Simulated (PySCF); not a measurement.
**C$_{7}$H$_{14}$OSi (SMILES COCC/C(C)=C1/C[SiH2]1): density, localisation and related maps**

```xyz
23

C     3.3837    0.6775    0.5499
O     2.9269   -0.6412    0.3943
C     1.5378   -0.8112    0.5599
C     0.6990   -0.3167   -0.6302
C    -0.7686   -0.5537   -0.3971
C    -1.2516   -1.9723   -0.5130
C    -1.5808    0.4411   -0.0907
C    -3.0406    0.6345    0.2287
Si   -1.9871    2.2160    0.2324
H     4.4712    0.6270    0.5381
H     3.0476    1.3320   -0.2618
H     3.0496    1.1008    1.5054
H     1.1983   -0.3045    1.4765
H     1.4046   -1.8886    0.6844
H     0.8660    0.7533   -0.7672
H     1.0336   -0.8418   -1.5279
H    -0.9516   -2.3990   -1.4692
H    -0.8243   -2.5893    0.2768
H    -2.3347   -2.0103   -0.4327
H    -3.7366    0.4366   -0.5777
H    -3.3877    0.1941    1.1559
H    -2.1229    3.1298   -0.8895
H    -1.6366    2.8131    1.5107
```

Geometry: GFN2-xTB.

All numbers below come from PySCF, PBE0/pcSseg-1, SCF density, gas phase, non-relativistic.

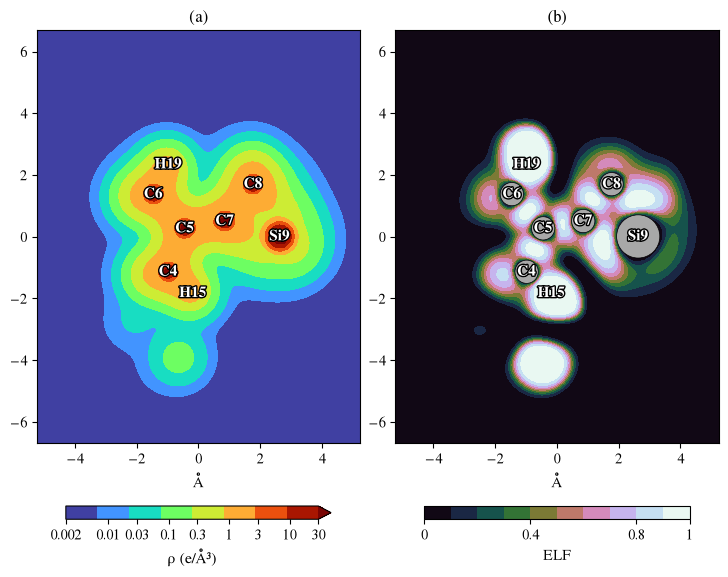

Figure 1. (a) electron density; (b) ELF on the plane of atoms C5, C7 and Si9. Grey discs cover the atomic cores in the ELF map.

> Describe what can be read from this map.

- The plane passes through C, Si and H nuclei.
- C–C (1.32 Å): ρ is about 2.3 e/Å³ halfway; the ELF peaks at about 0.90 between the atoms; a short, multiple covalent bond.
- C–Si (1.85 Å): ρ is about 0.86 e/Å³ halfway; the ELF peaks at about 0.85 between the atoms: a covalent bond.
- C–H (1.09 Å): the density is about 2 e/Å³ at the midpoint; the ELF climbs to about 1 towards the hydrogen, as it does in any bond to H; an ordinary covalent bond to hydrogen.
- C–C (1.50 Å): ρ is about 1.7 e/Å³ halfway; the ELF peaks at about 0.95 between the atoms (a shared electron pair).
- C–Si (1.90 Å): ρ at the midpoint is about 0.81 e/Å³; the ELF peaks at about 0.85 between the atoms (a covalent bond).

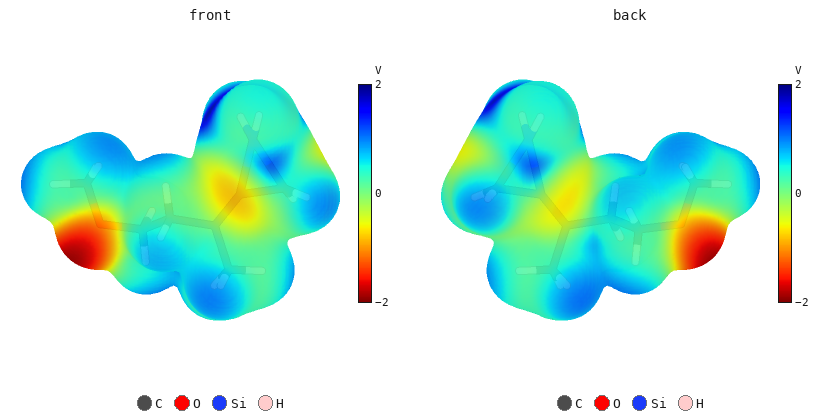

Figure 2. The molecular electrostatic potential painted on the density surface at 0.004 e/bohr³, seen from the front and from behind; red is negative and blue positive.

> Which sites attract a positive test charge, and which a negative one?

A positive charge is drawn to the negative regions and a negative charge to the positive ones. The most negative region (about −1.8 V) lies over O2, the most positive (about +1.7 V) over Si9. O2 is the likeliest acceptor of a hydrogen bond.

> What dipole moment does the calculation give?

Its dipole moment is 0.98 D.
